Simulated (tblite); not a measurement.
# C4H9NS: saddle-point search

C4H9NS, computed with GFN2-xTB saddle search (eigenvector following) and harmonic vibrations, gas phase (tblite 0.8.0).

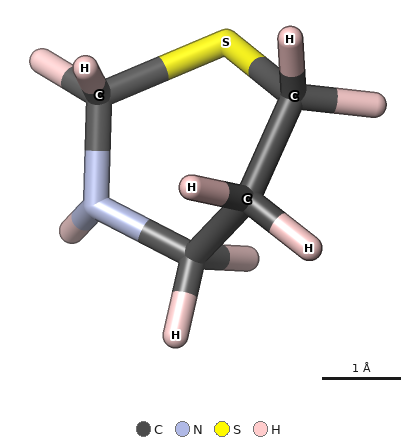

**Figure 1.** The starting structure (stick view, seen at a tilt). Bond lengths as drawn: C–C 1.53 Å, C–H 1.09 to 1.10 Å, C–N 1.43 to 1.46 Å, C–S 1.83 to 1.85 Å and H–N 1.01 Å.

Input file:
```
{"job": {"xc": "GFN2-xTB", "basis": "xTB", "kind": "saddle"}, "charge": 0, "multiplicity": 1}
C     -1.028274    -0.289037    -0.574311
C     -0.065345    -1.234532     0.138836
N      1.315461    -0.786503    -0.022698
C      1.484298     0.628052     0.033161
S      0.291225     1.455886     1.173550
C     -1.178691     1.045210     0.161923
H     -0.665079    -0.128085    -1.590476
H     -2.007922    -0.765380    -0.641531
H     -0.352078    -1.289652     1.200825
H     -0.135369    -2.238777    -0.288226
H      1.900014    -1.256254     0.659528
H      2.484188     0.894460     0.369653
H      1.302559     1.077151    -0.945943
H     -1.334591     1.866644    -0.539191
H     -2.010397     1.020818     0.864900
```

The first line tells a small driver script what to run in tblite; the rest is the geometry in Å.

Launch command:
```bash
OMP_NUM_THREADS=1 python <driver script> task.json out
```

Output:
```
step      E/eV     max force
  0    -525.51068   0.0266
  1    -525.50538   0.0382
  2    -525.49904   0.0565
  3    -525.49207   0.0536
  4    -525.48441   0.0561
  5    -525.47631   0.0656
  6    -525.46792   0.0415
  7    -525.45909   0.0545
  8    -525.45024   0.0472
  9    -525.44130   0.0576
 10    -525.43246   0.1040
 11    -525.43797   0.0360
 12    -525.42811   0.0456
 13    -525.41852   0.0524
 14    -525.40939   0.0481
 15    -525.39721   0.0700
 16    -525.38693   0.0571
 17    -525.37479   0.1071
 18    -525.38224   0.0240
 19    -525.37611   0.0447
 20    -525.37099   0.0384
 21    -525.36566   0.0561
 22    -525.36211   0.0935
 23    -525.36112   0.0860
 24    -525.36177   0.0369
 25    -525.36168   0.0270
 26    -525.36174   0.0128
 27    -525.36175   0.0014
lowest wavenumbers (cm-1): -108.8 191.1 266.9 358.4 411.4 531.5
```

Trajectory as extended XYZ (Å, eV, eV/Å), 12 frames, from step=0 to step=27:
```
15
Properties=species:S:1:pos:R:3:forces:R:3 step=0 energy=-525.51068
C    -1.0283   -0.2890   -0.5743    0.0020   0.0020  -0.0020
C    -0.0653   -1.2345    0.1388   -0.0020  -0.0010  -0.0010
N     1.3155   -0.7865   -0.0227   -0.0040   0.0020   0.0090
C     1.4843    0.6281    0.0332    0.0000  -0.0020  -0.0040
S     0.2912    1.4559    1.1735    0.0040   0.0170  -0.0200
C    -1.1787    1.0452    0.1619    0.0010  -0.0020   0.0050
H    -0.6651   -0.1281   -1.5905    0.0090   0.0090   0.0020
H    -2.0079   -0.7654   -0.6415    0.0020   0.0060  -0.0120
H    -0.3521   -1.2897    1.2008   -0.0070  -0.0040  -0.0040
H    -0.1354   -2.2388   -0.2882    0.0030   0.0000  -0.0040
H     1.9000   -1.2563    0.6595   -0.0110   0.0100   0.0130
H     2.4842    0.8945    0.3697   -0.0010  -0.0020  -0.0020
H     1.3026    1.0772   -0.9459    0.0040  -0.0150  -0.0070
H    -1.3346    1.8666   -0.5392   -0.0150  -0.0070   0.0150
H    -2.0104    1.0208    0.8649    0.0160  -0.0120   0.0120
15
Properties=species:S:1:pos:R:3:forces:R:3 step=2 energy=-525.49904
C    -1.0459   -0.3049   -0.5597   -0.0030   0.0090  -0.0090
C    -0.0580   -1.2377    0.1361   -0.0010   0.0030  -0.0020
N     1.3144   -0.7755   -0.0507    0.0070   0.0010   0.0240
C     1.4773    0.6387    0.0547    0.0020  -0.0120  -0.0070
S     0.2709    1.4216    1.2099   -0.0030   0.0100  -0.0320
C    -1.1701    1.0516    0.1456   -0.0230   0.0150   0.0070
H    -0.7194   -0.1679   -1.5922    0.0100   0.0110   0.0150
H    -2.0263   -0.7851   -0.5790    0.0200   0.0140  -0.0180
H    -0.3237   -1.2981    1.2034   -0.0090   0.0010  -0.0060
H    -0.1244   -2.2417   -0.2918   -0.0020   0.0010  -0.0020
H     1.9205   -1.2673    0.5970   -0.0210   0.0190   0.0090
H     2.4736    0.8991    0.4066    0.0020  -0.0030  -0.0120
H     1.2981    1.1189   -0.9108    0.0050  -0.0200  -0.0030
H    -1.2534    1.8648   -0.5790   -0.0230  -0.0300   0.0420
H    -2.0336    1.0837    0.8099    0.0410  -0.0200  -0.0070
15
Properties=species:S:1:pos:R:3:forces:R:3 step=4 energy=-525.48441
C    -1.0656   -0.3202   -0.5446    0.0000   0.0100  -0.0120
C    -0.0507   -1.2394    0.1310   -0.0020   0.0030  -0.0010
N     1.3129   -0.7624   -0.0778    0.0090  -0.0020   0.0270
C     1.4730    0.6492    0.0775    0.0040  -0.0120  -0.0100
S     0.2495    1.3925    1.2380    0.0020   0.0120  -0.0280
C    -1.1624    1.0569    0.1280   -0.0230   0.0110   0.0060
H    -0.7823   -0.2082   -1.5927    0.0160   0.0140   0.0160
H    -2.0439   -0.8042   -0.5104    0.0230   0.0160  -0.0250
H    -0.2961   -1.3066    1.2029   -0.0110   0.0020  -0.0050
H    -0.1132   -2.2425   -0.2993   -0.0040   0.0010   0.0000
H     1.9380   -1.2752    0.5347   -0.0240   0.0210   0.0120
H     2.4645    0.9001    0.4503    0.0000  -0.0030  -0.0180
H     1.3049    1.1602   -0.8747    0.0020  -0.0240  -0.0050
H    -1.1781    1.8566   -0.6161   -0.0290  -0.0250   0.0410
H    -2.0506    1.1432    0.7531    0.0360  -0.0260   0.0010
15
Properties=species:S:1:pos:R:3:forces:R:3 step=7 energy=-525.45909
C    -1.0974   -0.3424   -0.5204   -0.0020   0.0080  -0.0170
C    -0.0402   -1.2406    0.1191   -0.0060   0.0030   0.0000
N     1.3096   -0.7391   -0.1152    0.0060  -0.0010   0.0200
C     1.4705    0.6650    0.1126    0.0030  -0.0100  -0.0120
S     0.2180    1.3606    1.2678    0.0050   0.0100  -0.0220
C    -1.1516    1.0630    0.0998   -0.0200   0.0090   0.0030
H    -0.8893   -0.2688   -1.5895    0.0230   0.0170   0.0240
H    -2.0676   -0.8291   -0.3981    0.0300   0.0210  -0.0350
H    -0.2577   -1.3243    1.1960   -0.0120   0.0050  -0.0020
H    -0.0941   -2.2402   -0.3203   -0.0050   0.0000   0.0040
H     1.9580   -1.2797    0.4466   -0.0140   0.0110   0.0210
H     2.4521    0.8954    0.5243   -0.0010  -0.0020  -0.0240
H     1.3316    1.2198   -0.8205   -0.0050  -0.0240  -0.0080
H    -1.0756    1.8344   -0.6699   -0.0340  -0.0170   0.0390
H    -2.0666    1.2259    0.6677    0.0330  -0.0300   0.0080
15
Properties=species:S:1:pos:R:3:forces:R:3 step=9 energy=-525.44130
C    -1.1190   -0.3567   -0.5036   -0.0040   0.0080  -0.0200
C    -0.0342   -1.2402    0.1109   -0.0090   0.0030   0.0000
N     1.3054   -0.7214   -0.1411   -0.0030   0.0020   0.0140
C     1.4702    0.6753    0.1366    0.0010  -0.0090  -0.0110
S     0.1969    1.3446    1.2814    0.0040   0.0090  -0.0180
C    -1.1454    1.0655    0.0798   -0.0230   0.0110   0.0000
H    -0.9620   -0.3090   -1.5830    0.0250   0.0170   0.0290
H    -2.0808   -0.8423   -0.3230    0.0340   0.0220  -0.0380
H    -0.2323   -1.3344    1.1908   -0.0110   0.0060  -0.0010
H    -0.0821   -2.2376   -0.3342   -0.0060   0.0010   0.0070
H     1.9693   -1.2795    0.3836   -0.0030   0.0000   0.0270
H     2.4432    0.8869    0.5785    0.0020   0.0010  -0.0240
H     1.3581    1.2595   -0.7824   -0.0080  -0.0210  -0.0120
H    -1.0145    1.8142   -0.7051   -0.0350  -0.0180   0.0420
H    -2.0730    1.2751    0.6107    0.0350  -0.0320   0.0070
15
Properties=species:S:1:pos:R:3:forces:R:3 step=12 energy=-525.42811
C    -1.1352   -0.3672   -0.4917    0.0010   0.0070  -0.0140
C    -0.0312   -1.2379    0.1071   -0.0040   0.0020   0.0020
N     1.2990   -0.7065   -0.1649    0.0110  -0.0050   0.0220
C     1.4718    0.6825    0.1557    0.0050  -0.0080  -0.0140
S     0.1806    1.3368    1.2859    0.0080   0.0060  -0.0140
C    -1.1433    1.0658    0.0637   -0.0130   0.0040   0.0030
H    -1.0126   -0.3392   -1.5758    0.0270   0.0170   0.0170
H    -2.0894   -0.8506   -0.2711    0.0230   0.0160  -0.0360
H    -0.2124   -1.3334    1.1901   -0.0110   0.0040  -0.0010
H    -0.0758   -2.2359   -0.3364   -0.0050  -0.0010   0.0040
H     1.9788   -1.2809    0.3215   -0.0170   0.0140   0.0210
H     2.4354    0.8735    0.6279   -0.0040   0.0010  -0.0290
H     1.3903    1.2917   -0.7510   -0.0120  -0.0260  -0.0060
H    -0.9793    1.7962   -0.7313   -0.0290  -0.0050   0.0300
H    -2.0767    1.3050    0.5703    0.0200  -0.0260   0.0140
15
Properties=species:S:1:pos:R:3:forces:R:3 step=14 energy=-525.40939
C    -1.1585   -0.3822   -0.4723   -0.0010   0.0070  -0.0150
C    -0.0263   -1.2357    0.0995   -0.0010   0.0010   0.0030
N     1.2897   -0.6835   -0.1965    0.0200  -0.0050   0.0310
C     1.4726    0.6929    0.1834    0.0130  -0.0070  -0.0180
S     0.1571    1.3266    1.2927    0.0100   0.0040  -0.0140
C    -1.1383    1.0661    0.0398   -0.0130   0.0020   0.0020
H    -1.0898   -0.3833   -1.5616    0.0260   0.0160   0.0200
H    -2.0999   -0.8596   -0.1910    0.0270   0.0170  -0.0360
H    -0.1839   -1.3394    1.1858   -0.0100   0.0040  -0.0040
H    -0.0644   -2.2323   -0.3474   -0.0040  -0.0010   0.0050
H     1.9892   -1.2759    0.2385   -0.0290   0.0260   0.0120
H     2.4227    0.8540    0.6953   -0.0180  -0.0010  -0.0360
H     1.4324    1.3354   -0.7041   -0.0110  -0.0350   0.0070
H    -0.9232    1.7669   -0.7695   -0.0260  -0.0050   0.0290
H    -2.0794    1.3500    0.5074    0.0180  -0.0240   0.0130
15
Properties=species:S:1:pos:R:3:forces:R:3 step=17 energy=-525.37479
C    -1.2075   -0.4142   -0.4265   -0.0230   0.0060  -0.0230
C    -0.0172   -1.2280    0.0876    0.0010   0.0030   0.0000
N     1.2578   -0.6226   -0.2718    0.0550   0.0000   0.0620
C     1.4762    0.7121    0.2472    0.0410  -0.0150  -0.0290
S     0.1061    1.3209    1.2921    0.0100   0.0030  -0.0270
C    -1.1309    1.0624   -0.0165   -0.0300   0.0090  -0.0190
H    -1.2495   -0.4811   -1.5166    0.0200   0.0150   0.0660
H    -2.1153   -0.8692   -0.0204    0.0610   0.0380  -0.0470
H    -0.1181   -1.3439    1.1800   -0.0050   0.0050  -0.0140
H    -0.0406   -2.2229   -0.3629   -0.0030  -0.0010   0.0030
H     2.0047   -1.2455    0.0233   -0.0750   0.0760  -0.0080
H     2.3825    0.7850    0.8566   -0.0550  -0.0070  -0.0600
H     1.5523    1.4239   -0.5864   -0.0140  -0.0680   0.0470
H    -0.8202    1.6907   -0.8552   -0.0320  -0.0310   0.0570
H    -2.0803    1.4324    0.3695    0.0500  -0.0330  -0.0080
15
Properties=species:S:1:pos:R:3:forces:R:3 step=19 energy=-525.37611
C    -1.2055   -0.4135   -0.4280   -0.0020   0.0040  -0.0080
C    -0.0181   -1.2270    0.0909    0.0020   0.0000   0.0010
N     1.2550   -0.6220   -0.2729    0.0270  -0.0070   0.0280
C     1.4771    0.7106    0.2462    0.0160  -0.0060  -0.0150
S     0.1080    1.3252    1.2878    0.0070   0.0010  -0.0070
C    -1.1331    1.0616   -0.0154   -0.0080   0.0020  -0.0010
H    -1.2389   -0.4786   -1.5168    0.0160   0.0110   0.0120
H    -2.1148   -0.8685   -0.0301    0.0150   0.0090  -0.0240
H    -0.1188   -1.3375    1.1836   -0.0060   0.0020  -0.0040
H    -0.0423   -2.2238   -0.3551   -0.0030  -0.0010   0.0020
H     2.0036   -1.2435    0.0153   -0.0330   0.0280   0.0110
H     2.3808    0.7791    0.8578   -0.0180   0.0030  -0.0320
H     1.5591    1.4206   -0.5862   -0.0130  -0.0300   0.0100
H    -0.8309    1.6923   -0.8534   -0.0150  -0.0010   0.0200
H    -2.0811    1.4252    0.3763    0.0110  -0.0140   0.0080
15
Properties=species:S:1:pos:R:3:forces:R:3 step=22 energy=-525.36211
C    -1.2397   -0.4371   -0.3885   -0.0130   0.0030  -0.0100
C    -0.0103   -1.2187    0.0854    0.0070   0.0020  -0.0030
N     1.2192   -0.5627   -0.3333    0.0560  -0.0010   0.0480
C     1.4811    0.7192    0.2982    0.0410  -0.0120  -0.0210
S     0.0712    1.3414    1.2711    0.0080   0.0020  -0.0150
C    -1.1302    1.0554   -0.0626   -0.0130   0.0000  -0.0120
H    -1.3515   -0.5548   -1.4684    0.0090   0.0070   0.0370
H    -2.1187   -0.8663    0.0976    0.0310   0.0190  -0.0240
H    -0.0625   -1.3356    1.1809    0.0000   0.0040  -0.0110
H    -0.0216   -2.2143   -0.3626   -0.0010   0.0000   0.0010
H     2.0028   -1.1904   -0.1777   -0.0680   0.0640  -0.0050
H     2.3320    0.6962    0.9900   -0.0510  -0.0030  -0.0510
H     1.6783    1.4705   -0.4787   -0.0140  -0.0560   0.0440
H    -0.7713    1.6242   -0.9222   -0.0140  -0.0150   0.0270
H    -2.0787    1.4731    0.2708    0.0220  -0.0150  -0.0050
15
Properties=species:S:1:pos:R:3:forces:R:3 step=24 energy=-525.36177
C    -1.2533   -0.4468   -0.3679    0.0030   0.0010  -0.0010
C    -0.0056   -1.2142    0.0821    0.0060   0.0000   0.0000
N     1.2002   -0.5307   -0.3590    0.0210  -0.0030   0.0180
C     1.4826    0.7201    0.3228    0.0160  -0.0010  -0.0060
S     0.0553    1.3574    1.2580    0.0050   0.0010  -0.0060
C    -1.1290    1.0514   -0.0857    0.0010  -0.0030   0.0020
H    -1.4018   -0.5896   -1.4392    0.0010  -0.0010  -0.0010
H    -2.1153   -0.8602    0.1578    0.0010   0.0010   0.0000
H    -0.0339   -1.3361    1.1775    0.0000   0.0020  -0.0020
H    -0.0100   -2.2079   -0.3699    0.0000  -0.0010   0.0020
H     1.9963   -1.1531   -0.2680   -0.0260   0.0250  -0.0080
H     2.3013    0.6485    1.0492   -0.0240  -0.0020  -0.0180
H     1.7383    1.4826   -0.4232    0.0000  -0.0200   0.0170
H    -0.7489    1.5886   -0.9549    0.0000   0.0010  -0.0010
H    -2.0762    1.4900    0.2204   -0.0040   0.0000   0.0020
15
Properties=species:S:1:pos:R:3:forces:R:3 step=27 energy=-525.36175
C    -1.2480   -0.4439   -0.3758    0.0000   0.0000   0.0000
C    -0.0071   -1.2146    0.0859    0.0000   0.0000   0.0000
N     1.2042   -0.5399   -0.3522   -0.0010   0.0000   0.0000
C     1.4836    0.7185    0.3147    0.0000   0.0000   0.0000
S     0.0619    1.3561    1.2583    0.0000   0.0000   0.0000
C    -1.1316    1.0524   -0.0778    0.0000   0.0000   0.0000
H    -1.3786   -0.5779   -1.4505    0.0000   0.0000   0.0000
H    -2.1173   -0.8638    0.1322    0.0000   0.0000   0.0000
H    -0.0428   -1.3297    1.1819    0.0000   0.0000   0.0000
H    -0.0139   -2.2109   -0.3602    0.0000   0.0000   0.0000
H     1.9971   -1.1629   -0.2482    0.0010  -0.0010   0.0000
H     2.3085    0.6578    1.0333    0.0000   0.0000   0.0000
H     1.7278    1.4757   -0.4395    0.0000   0.0000   0.0000
H    -0.7645    1.6025   -0.9447    0.0000   0.0000   0.0000
H    -2.0791    1.4806    0.2424    0.0000   0.0000   0.0000
```

Results in brief:

| quantity | value |
| --- | --- |
| outcome | converged |
| total energy | −525.3617 eV |
| point group | C1 |
| hardware | 1 CPU thread, shared host |
| wall time | 3.2 s |
| peak memory | 0.2 GiB |
